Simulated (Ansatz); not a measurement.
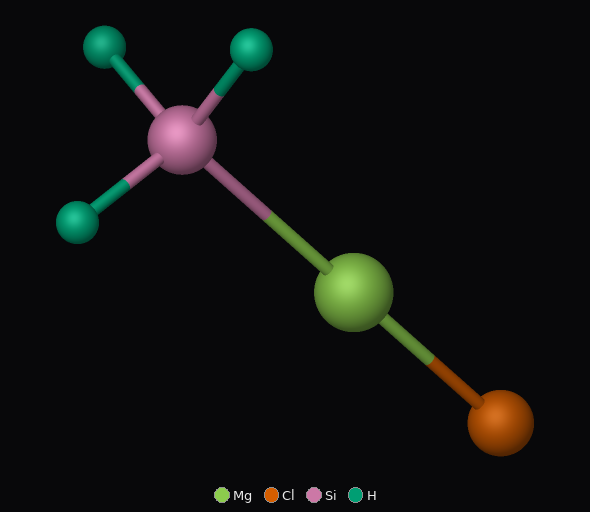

Describe the molecule.

Formula ClH₃MgSi. Coordination: 1 Mg linear; 1 Si tetrahedral.

More results for the same structure follow; atom numbers are the same in all pictures, views and colours differ. The geometry was computed by an optimisation with PBE0-D4/def2-TZVP.

**Thermal motion**

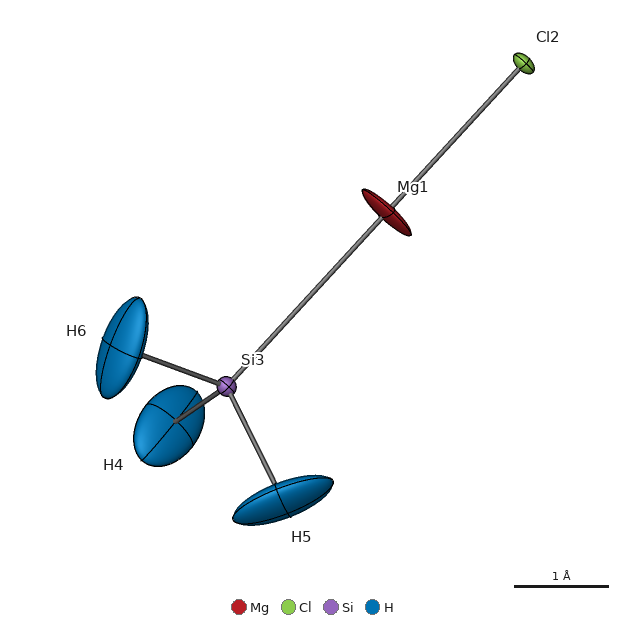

Displacement ellipsoids at the 50 % level, from the internal vibrations of the free molecule (harmonic, no overall translation or rotation; no half-axis is drawn under 0.075 Å). Vibrations computed with RKS PBE0-D4/def2-TZVP (Ansatz 0.2.0). Temperature: 600 K.

Give the displacement parameters, one line for each set of equivalent atoms.

```json
{"atom": "Mg1", "U_eq (Å²)": "0.0359", "rms amplitudes (Å)": "0.043, 0.230, 0.230"}
{"atom": "Cl2", "U_eq (Å²)": "0.0062", "rms amplitudes (Å)": "0.051, 0.089, 0.089"}
{"atom": "Si3", "U_eq (Å²)": "0.0048", "rms amplitudes (Å)": "0.066, 0.071, 0.071"}
{"atom": "H4, H5, H6", "U_eq (Å²)": "0.0650", "rms amplitudes (Å)": "0.104, 0.216, 0.370"}
```

**Electronic properties**

Level of theory: RKS PBE0-D4/def2-TZVPP (Ansatz 0.2.0).

Computed properties:

- HOMO energy (Kohn–Sham orbital): −7.52 eV
- LUMO energy (Kohn–Sham orbital): −1.24 eV
- HOMO–LUMO gap: 6.28 eV

**Dipole moment**

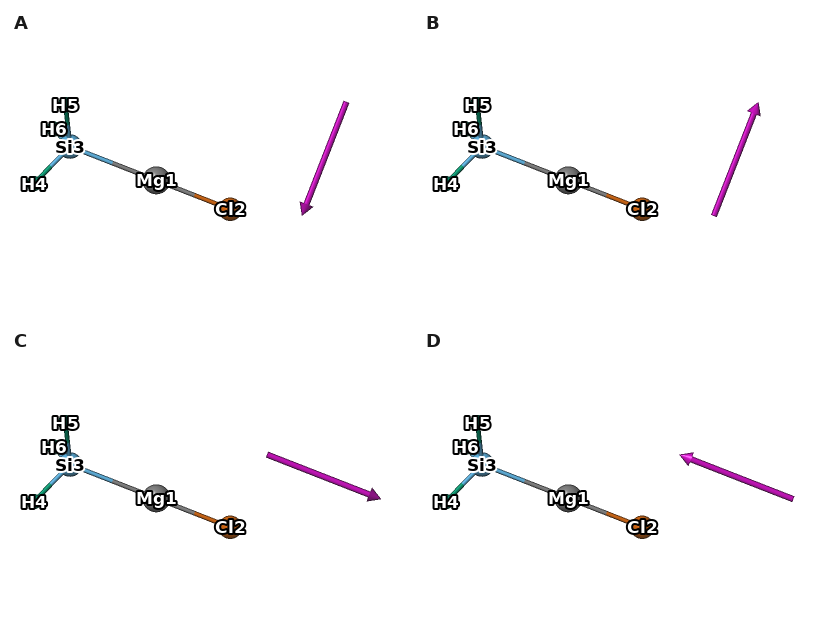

The same molecule four times, each with an arrow. Properties computed with RKS PBE0-D4/def2-TZVP (Ansatz 0.2.0).

> Which arrow points along the dipole moment, from the negative to the positive end?

D. The dipole moment is 1.51 D; it points from the side of Cl2 to the side of H4, H5, H6 (the outermost atoms at the two ends).
